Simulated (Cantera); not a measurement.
Feed: 1 mol Si, 2.6 mol HBr, held at 0.0100 bar.

Equilibrium computed with Cantera from the NASA thermochemical tables; the gas is ideal and each condensed phase is pure. Candidate condensed phases: Br₂, Si; 19 gas species. The tables' values for SiBr₃ are old estimates; treat these amounts as uncertain. Kinetics and transport are ignored.

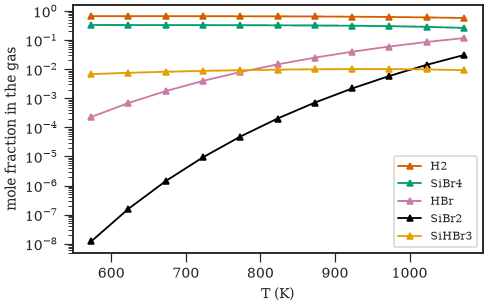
*Equilibrium gas composition (values under 1e-9 drawn at 1e-9)*

Question: Read off the mole fractions at 973 K.

Answer: H₂ about 0.62, SiBr₄ about 0.30, HBr about 0.060, SiHBr₃ about 0.010, SiBr₂ about 0.0059.
